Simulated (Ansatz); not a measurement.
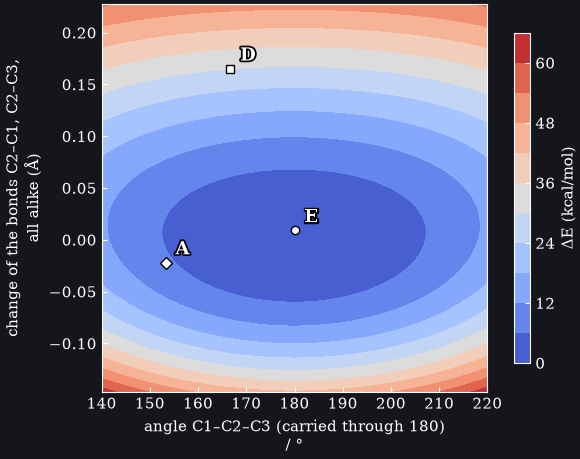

C3H5In, SMILES CC#[C][InH2]. First axis: angle C1–C2–C3 (carried through 180). Second axis: change of the bonds C2–C1, C2–C3, all alike. Nothing is relaxed (all other coordinates rigid). Grid: 13 × 13 points. Points are written as (first, second). Energies: kcal/mol, counted from the relaxed molecule at the same level. Method: RKS PBE-D4/def2-TZVP in Ansatz 0.2.0.

The picture shows filled contours, lettered points. Between grid points the surface is interpolated.

What kind of point is each of A, D, E: minimum, saddle, maximum or slope?

A: on a slope; D: on a slope; E: minimum. (In these two coordinates alone; a stationary point may lie a little off the grid point.)

Rank the lettered points by energy, lowest first.

E (0.12 kcal/mol), A (6.9 kcal/mol), D (30.0 kcal/mol).
